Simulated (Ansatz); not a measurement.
H$_{5}$NOSi

```xyz
8

N    -1.0215    0.4543   -0.5666
Si    0.5176    0.1254    0.1500
O     1.7970    0.3856   -0.9213
H    -1.3188   -0.0642   -1.3970
H    -1.3359    1.4259   -0.6224
H     0.5631   -1.3159    0.5919
H     0.6047    1.0474    1.3355
H     2.5842   -0.1627   -0.7571
```

Level of theory: RKS PBE/def2-SVP in Ansatz.

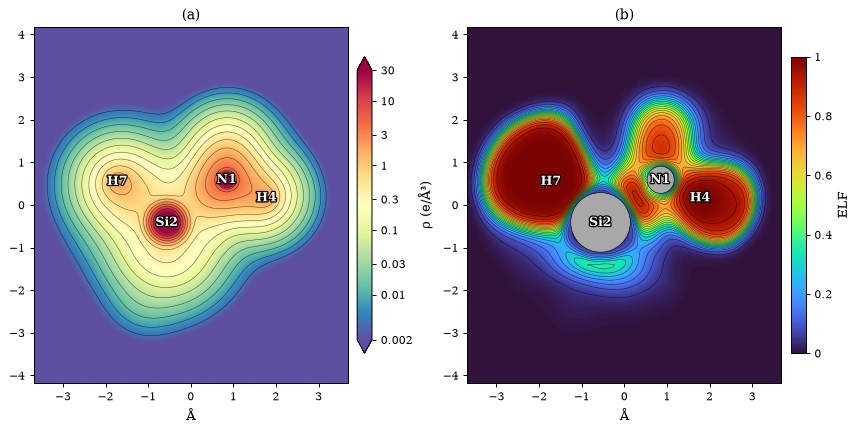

Figure 1. (a) total electron density; (b) ELF on the plane of atoms N1, Si2 and H7. Grey discs cover the atomic cores in the ELF map.

Interpret the plot.

Atoms in the plane: N, Si and H. Si–N (1.73 Å): ρ at the midpoint is about 1.1 e/Å³; the ELF peaks at about 0.90 between the atoms (a polar covalent bond). N–H (1.02 Å): ρ is about 2.7 e/Å³ halfway; the ELF climbs to about 1 towards the hydrogen, as it does in any bond to H (a covalent bond by its length). Si–H (1.50 Å): the density is about 0.76 e/Å³ at the midpoint; the ELF climbs to about 1 towards the hydrogen.

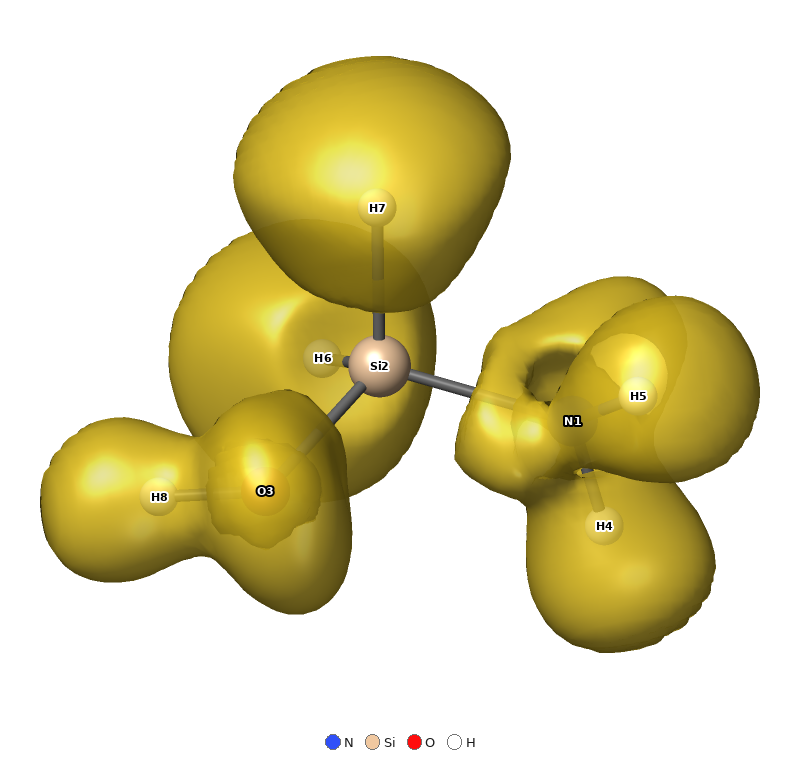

Figure 2. Isosurface of the electron localisation function at 0.75 (yellow), seen across its widest extent. Core shells and regions of very low density are left out.

Describe the localisation domains.

The ELF exceeds this value in two regions around hydrogen nuclei, one joined region spread over several atoms (H, N), in which their bonds and any lone pairs are merged and one joined region spread over several atoms (H, O), in which their bonds and any lone pairs are merged. Profiles from the grid: Si–O (1.69 Å): the ELF peaks at about 0.85 between the atoms (a polar covalent bond).

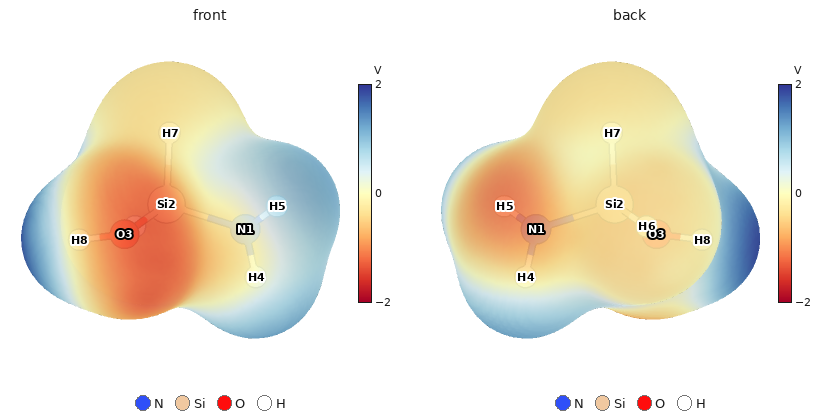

Figure 3. The molecular electrostatic potential painted on the density surface at 0.001 e/bohr³, seen from the front and from behind; the colour scale runs from red (negative) to blue (positive).

Describe the electrostatic potential map.

The most negative region (about −1.3 V) lies over O3, the most positive (about +1.8 V) over H8. O3 is the likeliest acceptor of a hydrogen bond.
